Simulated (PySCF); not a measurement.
Consider C₆H₂NPS (SMILES C#Cc1pc(C#N)cs1).

Input file:

```
{"job": {"kind": "nmr", "xc": "PBE0", "basis": "pcSseg-1"}, "charge": 0, "multiplicity": 1}
C      3.568230    -0.147765    -0.114766
C      2.365262    -0.115702    -0.095839
C      0.969557    -0.085863    -0.069443
P      0.026237     1.175274    -0.775501
C     -1.501977     0.399921    -0.275675
C     -2.743301     0.986209    -0.579150
N     -3.749252     1.474977    -0.833155
C     -1.419362    -0.779675     0.409540
S      0.137303    -1.396519     0.721322
H      4.616436    -0.163646    -0.138061
H     -2.263708    -1.344542     0.764685
```

Command:

```sh
OMP_NUM_THREADS=1 python probes_run.py task.json out
```

Geometry: GFN2-xTB.

Theory: PBE0/pcSseg-1, SCF density, gas phase, non-relativistic (PySCF 2.14.0).

Predict the electron density and electron localisation function between the atoms.

Answer. C–N (1.15 Å): the density is about 3.6 e/Å³ at the midpoint; the ELF peaks at about 0.85 between the atoms: a multiple bond.
C–C (1.20 Å): ρ at the midpoint is about 2.7 e/Å³; the ELF peaks at about 0.85 between the atoms (a multiple bond).
C–S (1.70 Å): ρ at the midpoint is about 1.5 e/Å³; the ELF peaks at about 0.90 between the atoms: a covalent bond.
C–P (1.73 Å): ρ is about 1.3 e/Å³ halfway; the ELF peaks at about 0.90 between the atoms; localised, covalent bonding.

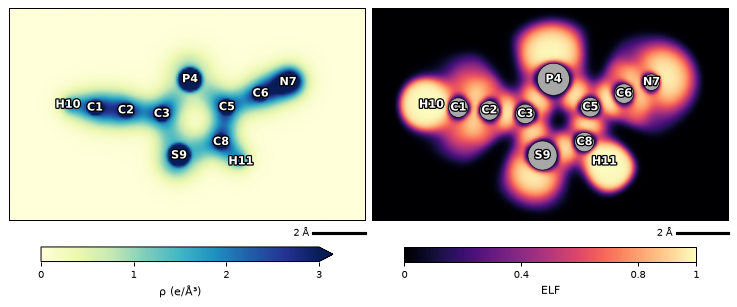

Computed electron density and electron localisation function on the molecular plane, in this order. Grey discs cover the atomic cores in the ELF map. 
